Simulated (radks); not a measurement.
Theory: scalar-relativistic Kohn-Sham, PBE, spin-polarised, spherical densities, finite nucleus (computed with the in-house radial solver radks). The occupation of the 6s shell is varied from La⁺ ([Xe] 5d1 6s1 (high spin)) to La ([Xe] 5d1 6s2 (high spin)), with spherical fractional occupations. Wanted, and plotted below: the total energy less the straight line between the end points, and the eigenvalue of 6s↓ (the dashed line is minus the energy to take the whole electron out).

The curve is convex (below the straight line), with the largest deviation among the points computed, −0.53 eV, at 0.5. The end points differ by 5.58 eV, the energy to take the electron out. The eigenvalue, which is the slope of the energy (Janak's theorem), moves from −7.20 eV at 0.125 to −3.50 eV at 1; for a straight line it would stay constant, and a parabola would sag by an eighth of this change, scaled to a whole electron, 0.53 eV. Convexity is the delocalisation error: fractional charges are too low in energy.

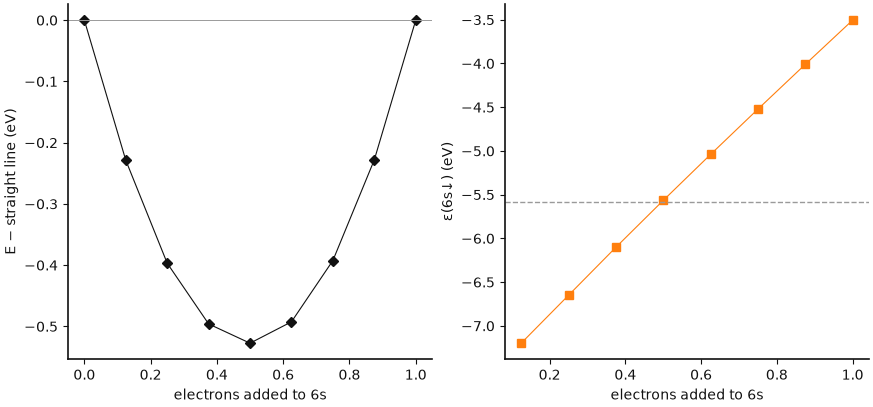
